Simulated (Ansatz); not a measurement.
# Br2 (bromine): methods side by side

The species is Br2 (2 atoms), meant as a singlet with charge 0. SMILES: `BrBr`. The shape was relaxed beforehand at PBE0/def2-SVP.

```tsv
atom	x (Å)	y (Å)	z (Å)
Br	0.9803	-0.3278	0.5023
Br	-0.9803	0.3278	-0.5023
```

Each level gives the adiabatic ionisation energy (to the doublet cation, shapes relaxed at PBE0/def2-SVP, no zero-point term) (eV). The values are calculated.

| level | kind | program | value (eV) | CPU time (all runs) |
| --- | --- | --- | --- | --- |
| HF/def2-TZVPP | Hartree–Fock | Ansatz | 10.11 | 8.3 s |
| SVWN5/def2-TZVPP | LDA | Ansatz | 10.45 | 3 s |
| BLYP/def2-TZVPP | GGA | Ansatz | 10.17 | 6.3 s |
| r2SCAN/def2-TZVPP | meta-GGA | Ansatz | 10.45 | 9.8 s |
| B3LYP/def2-TZVPP | global hybrid | Ansatz | 10.51 | 6.5 s |
| CAM-B3LYP/def2-TZVPP | range-separated hybrid | Ansatz | 10.62 | 6.5 s |
| B2PLYP/def2-TZVPP | double hybrid | Ansatz | 10.47 | 7.6 s |
| RPA@PBE/def2-TZVPP | RPA | Ansatz | 10.46 | 6.9 s |
| MP2/def2-TZVPP | perturbation theory | Ansatz | 10.55 | 9.3 s |

All-electron rows without a relativistic Hamiltonian named are non-relativistic. Spin-orbit coupling is left out. The values span 10.11 to 10.62 eV. In the correlated wave-function rows the outer d shell of Br is correlated, in sets not made for it. In so small a basis fixed costs decide the times, and correlated methods can beat functionals. CPU times are rough (shared hosts, several kinds of processor and program).

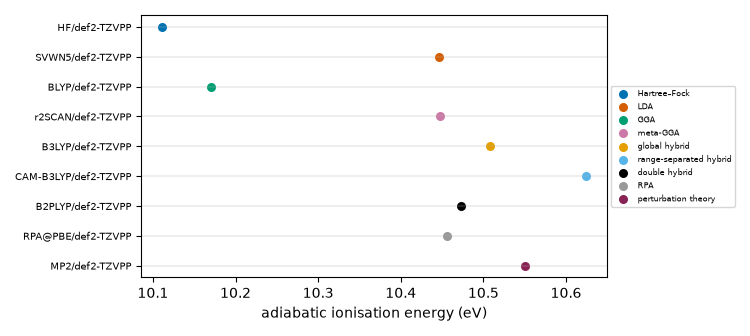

The values of the table, level by level.
